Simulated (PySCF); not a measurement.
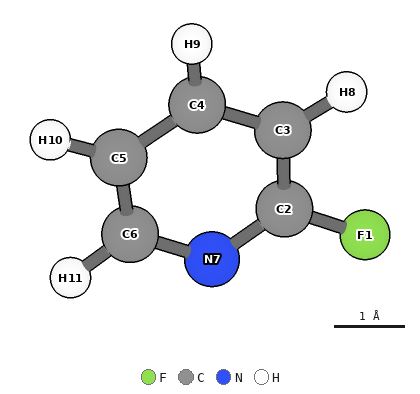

The input geometry of run 1 (ball-and-stick view, seen at an oblique angle; atoms are numbered from 1 in the order of the input). Bond lengths as drawn: C–C 1.39 to 1.40 Å, C–F 1.33 Å, C–H 1.09 to 1.10 Å and C–N 1.31 to 1.33 Å.

# C$_{5}$H$_{4}$FN: one change and its effect

System: C$_{5}$H$_{4}$FN (2-fluoropyridine).
Method of run 1: GIAO KT2/pcSseg-1 NMR shielding, non-relativistic, gas phase (PySCF 2.14.0).

The geometry comes from this level: PBE0-D3(BJ)/def2-SVP. Text and figures count atoms from 1; the logs count them from 0 in places.

### The input, run 1
```
{"job": {"kind": "nmr", "xc": "KT2", "basis": "pcSseg-1", "pop": false}, "charge": 0, "multiplicity": 1}
F     -1.930746    -1.718320    -0.054841
C     -0.890151    -0.897007    -0.044456
C     -1.129583     0.477965    -0.070862
C     -0.016954     1.309237    -0.059189
C      1.258080     0.741088    -0.022718
C      1.354772    -0.646779     0.000803
N      0.292815    -1.453544    -0.009973
H     -2.151301     0.859027    -0.099202
H     -0.143425     2.394486    -0.078639
H      2.156574     1.360381    -0.012700
H      2.334694    -1.136061     0.029676
```

The first line tells a small driver script what to run in PySCF; the rest is the geometry in Å.

Hardware: 1 CPU thread, shared host.

### Output (run 1)
```
coarse grid: 10064 points
cycle   1  E = -353.0277516488  dE =  1.109e+00  |g| = 6.598e-01  |ddm| = 3.238e+00
cycle   2  E = -352.8891020208  dE =  1.386e-01  |g| = 1.110e+00  |ddm| = 1.415e+00
cycle   3  E = -353.1056128517  dE = -2.165e-01  |g| = 1.299e-01  |ddm| = 9.037e-01
cycle   4  E = -353.1091189938  dE = -3.506e-03  |g| = 5.994e-02  |ddm| = 1.785e-01
cycle   5  E = -353.1099899140  dE = -8.709e-04  |g| = 2.504e-02  |ddm| = 7.544e-02
cycle   6  E = -353.1101610490  dE = -1.711e-04  |g| = 4.738e-03  |ddm| = 2.729e-02
cycle   7  E = -353.1101650798  dE = -4.031e-06  |g| = 2.568e-03  |ddm| = 5.695e-03
final grid: 100128 points
cycle   8  E = -353.1422952491  dE = -2.083e-04  |g| = 2.584e-02  |ddm| = 8.218e-02
cycle   9  E = -353.1420156963  dE =  2.796e-04  |g| = 4.864e-02  |ddm| = 5.412e-02
cycle  10  E = -353.1424084694  dE = -3.928e-04  |g| = 3.137e-03  |ddm| = 3.812e-02
cycle  11  E = -353.1424103706  dE = -1.901e-06  |g| = 1.073e-03  |ddm| = 3.525e-03
cycle  12  E = -353.1424106058  dE = -2.352e-07  |g| = 3.228e-04  |ddm| = 9.908e-04
cycle  13  E = -353.1424106293  dE = -2.349e-08  |g| = 8.542e-05  |ddm| = 3.528e-04
cycle  14  E = -353.1424106301  dE = -7.504e-10  |g| = 5.914e-05  |ddm| = 1.283e-04
cycle  15  E = -353.1424106311  dE = -9.951e-10  |g| = 7.695e-06  |ddm| = 6.196e-05
converged SCF energy = -353.1424106311

GIAO shielding tensors (ppm)
atom      isotropic    diamagn.    paramagn.     s11        s22        s33       span
  0 F      224.418     474.081    -249.663    125.490    271.004    276.760    151.269
  1 C       21.904     250.270    -228.366    -56.394     46.021     76.085    132.479
  2 C       78.282     257.912    -179.629      1.232     70.091    163.525    162.293
  3 C       49.712     253.392    -203.680    -52.421     30.946    170.611    223.032
  4 C       67.580     256.993    -189.413    -35.284     64.326    173.699    208.984
  5 C       40.134     251.647    -211.513    -51.632     35.483    136.552    188.185
  6 N      -28.233     333.678    -361.911   -250.836    -81.147    247.283    498.120
  7 H       24.645      30.510      -5.865     21.075     25.605     27.256      6.181
  8 H       23.735      30.410      -6.675     20.768     24.151     26.286      5.518
  9 H       24.452      30.782      -6.330     22.267     24.468     26.621      4.354
 10 H       23.079      29.081      -6.002     18.833     24.161     26.242      7.409
```

The input of run 2 differs as follows (lines with − go, lines with + come):
```diff
-"xc": "KT2"
+"xc": "mPW1PW91"
```

How does run 2 compare with run 1?

The total energies belong to different methods, so their difference says nothing on which is more stable or more accurate. The HOMO goes from −6.63 to −7.73 eV. The LUMO goes from −1.97 to −1.14 eV. The dipole moment goes from 3.05 to 3.30 D. Of all shieldings, the largest change is that of N7, by −23.2 ppm. The functional changes from KT2 to mPW1PW91. Exact exchange removes part of the self-interaction error of semilocal functionals, which pushes filled and empty levels apart. The SCF takes 14 iterations against 15.

### Output (run 2)
```
coarse grid: 10064 points
cycle   1  E = -347.3057366772  dE =  1.278e+00  |g| = 5.320e-01  |ddm| = 3.200e+00
cycle   2  E = -347.2688251006  dE =  3.691e-02  |g| = 7.227e-01  |ddm| = 8.343e-01
cycle   3  E = -347.3598191826  dE = -9.099e-02  |g| = 6.617e-02  |ddm| = 4.667e-01
cycle   4  E = -347.3605272353  dE = -7.081e-04  |g| = 4.181e-02  |ddm| = 9.645e-02
cycle   5  E = -347.3609765649  dE = -4.493e-04  |g| = 1.001e-02  |ddm| = 4.159e-02
cycle   6  E = -347.3610008217  dE = -2.426e-05  |g| = 2.842e-03  |ddm| = 1.094e-02
cycle   7  E = -347.3610026864  dE = -1.865e-06  |g| = 6.920e-04  |ddm| = 2.470e-03
final grid: 100128 points
cycle   8  E = -347.4076932192  dE = -2.609e-05  |g| = 5.088e-03  |ddm| = 2.657e-02
cycle   9  E = -347.4076881228  dE =  5.096e-06  |g| = 7.446e-03  |ddm| = 1.035e-02
cycle  10  E = -347.4076990176  dE = -1.089e-05  |g| = 9.396e-04  |ddm| = 5.937e-03
cycle  11  E = -347.4076992046  dE = -1.870e-07  |g| = 2.593e-04  |ddm| = 9.050e-04
cycle  12  E = -347.4076992178  dE = -1.317e-08  |g| = 1.329e-04  |ddm| = 3.269e-04
cycle  13  E = -347.4076992216  dE = -3.797e-09  |g| = 1.541e-05  |ddm| = 1.284e-04
cycle  14  E = -347.4076992216  dE = -4.752e-11  |g| = 6.963e-06  |ddm| = 1.572e-05
converged SCF energy = -347.4076992216

GIAO shielding tensors (ppm)
atom      isotropic    diamagn.    paramagn.     s11        s22        s33       span
  0 F      241.210     473.350    -232.140    135.913    293.783    293.933    158.020
  1 C       12.861     248.776    -235.915    -81.638     42.340     77.880    159.518
  2 C       69.454     257.418    -187.964    -16.960     58.490    166.832    183.792
  3 C       37.667     253.245    -215.578    -75.650     14.081    174.570    250.220
  4 C       58.243     257.057    -198.814    -53.986     52.541    176.174    230.160
  5 C       28.888     250.136    -221.248    -75.153     20.607    141.210    216.363
  6 N      -51.426     333.038    -384.463   -303.946   -107.632    257.302    561.248
  7 H       24.488      30.312      -5.824     20.845     25.125     27.495      6.650
  8 H       23.535      30.258      -6.723     20.580     23.502     26.524      5.944
  9 H       24.243      30.656      -6.413     21.882     23.984     26.862      4.980
 10 H       22.907      28.885      -5.978     18.747     23.683     26.291      7.544
```

### The two runs side by side

| quantity | run 1 | run 2 |
| --- | --- | --- |
| outcome | converged | converged |
| total energy (hartree) | −353.142411 | −347.407699 |
| HOMO (eV) | −6.63 | −7.73 |
| LUMO (eV) | −1.97 | −1.14 |
| dipole moment (D) | 3.05 | 3.30 |
| shielding of F1 (ppm) | 224.4 | 241.2 |
| shielding of C2 (ppm) | 21.9 | 12.9 |
| shielding of C3 (ppm) | 78.3 | 69.5 |
| shielding of C4 (ppm) | 49.7 | 37.7 |
| shielding of C5 (ppm) | 67.6 | 58.2 |
| shielding of C6 (ppm) | 40.1 | 28.9 |
| shielding of N7 (ppm) | −28.2 | −51.4 |
| SCF iterations | 15 | 14 |
| basis functions | 139 | 139 |
| wall time (shared host) | 17 s | 10 s |
